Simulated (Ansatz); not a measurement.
# C3H5AlO4 (SMILES [OH][Al-]1([OH])[O]C=CC=[O+]1): what the fields show

Input file:

```
crystal:
  periodic: [false, false, false]
  atoms:
    - symbol: C
      position_ang: [-0.878080, 0.740815, -1.262731]
    - symbol: C
      position_ang: [-1.375170, -0.561107, -1.169983]
    - symbol: C
      position_ang: [-0.909323, -1.437933, -0.187732]
    - symbol: Al
      position_ang: [1.012291, 0.361647, 0.769574]
    - symbol: O
      position_ang: [0.921275, 1.114927, 2.293718]
    - symbol: O
      position_ang: [2.543390, 0.013665, 0.109131]
    - symbol: O
      position_ang: [0.019073, 1.241341, -0.522508]
    - symbol: O
      position_ang: [-0.015445, -1.175722, 0.669961]
    - symbol: H
      position_ang: [0.138700, 1.367344, 2.780361]
    - symbol: H
      position_ang: [3.362246, 0.226244, 0.556517]
    - symbol: H
      position_ang: [-1.295942, 1.412327, -2.033093]
    - symbol: H
      position_ang: [-2.151349, -0.890433, -1.859997]
    - symbol: H
      position_ang: [-1.351365, -2.447914, -0.128319]
basis:
  gaussian:
    orbitals: def2-SVPD
output: {forces: true, orbitals: {seedname: orbitals}}
hamiltonian:
  xc: {name: PBE0}
```

Run with:

```sh
ansatz run input.yaml --threads 2 --pin off --max-ram 6090MiB --events-out events.jsonl --progress --plain --runs-dir runs
```

Geometry: PBE0-D4/def2-SVP.

Computed with Ansatz, isolated molecule in a Gaussian basis; Kohn-Sham density functional theory, functional PBE0.

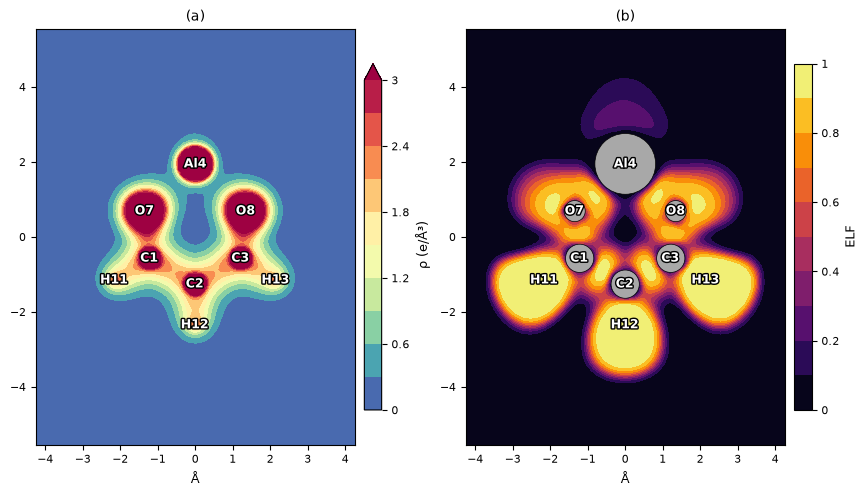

Figure 1. (a) electron density; (b) ELF on the plane of atoms C2, C1 and O7. Grey discs cover the atomic cores in the ELF map.

Q: Interpret the plot.

A: Atoms in the plane: C, Al, O and H.
C–O (1.27 Å): ρ at the midpoint is about 2.9 e/Å³; the ELF peaks at about 0.90 between the atoms: a polar covalent bond.
C–C (1.40 Å): the density is about 2.1 e/Å³ at the midpoint; the ELF peaks at about 0.95 between the atoms: a covalent bond.
Al–O (1.85 Å): the density is about 0.59 e/Å³ at the midpoint; the ELF peaks at about 0.90 in the valence shell of O, 0.6 Å from its nucleus, and is about 0.45 at the midpoint.
C–H (1.09 Å): ρ is about 1.9 e/Å³ halfway; the ELF climbs to about 1 towards the hydrogen, as it does in any bond to H (a covalent bond by its length).
The ELF also peaks beside O7 and O8, away from the bonds: lone-pair regions.

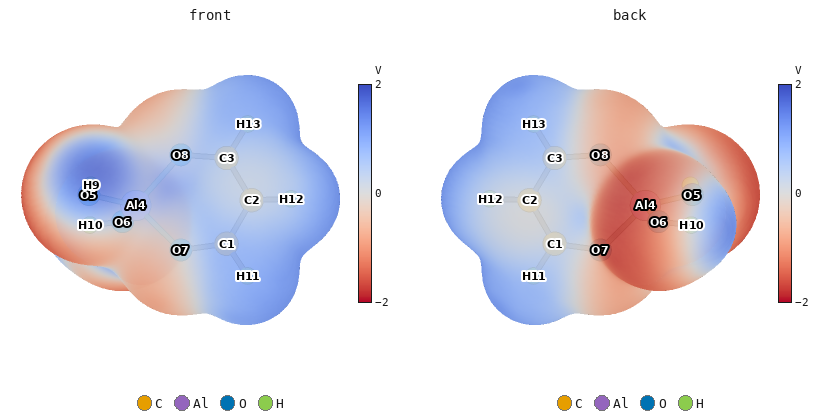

Figure 2. The electrostatic potential painted on the density surface at 0.001 e/bohr³, seen from the front and from behind; red is negative and blue positive.

Q: Describe the electrostatic potential map.

A: The most negative region (about −1.7 V) lies over O6, the most positive (about +1.5 V) over H9. O6 is the likeliest acceptor of a hydrogen bond.

Q: What dipole moment does the calculation give?

A: Its dipole moment is 4.32 D.

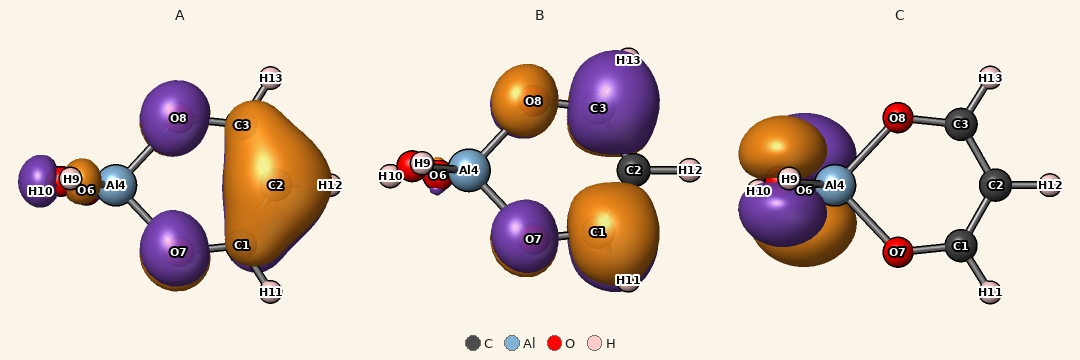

Figure 3. Three frontier orbitals at ±0.1 Å⁻³ᐟ² (orange and purple are the two phases), in no order.

Q: Order the three orbitals by energy and name them.

A: C is the HOMO−1 (−8.37 eV). By Hirshfeld shares it lies mainly on O6 (about 60 %) and O5 (about 25 %). A is the HOMO (−7.92 eV). Its weight (Hirshfeld) is mainly on C2 (about 35 %), O8 (about 15 %), O7 (about 15 %), C1 (about 10 %) and C3 (about 10 %). B is the LUMO (−2.51 eV). Its weight (Hirshfeld) is mainly on C1 (about 25 %), C3 (about 25 %), O7 (about 15 %), O8 (about 15 %) and C2 (about 10 %).

Q: What is the HOMO–LUMO gap?

A: 5.41 eV between the orbital energies.
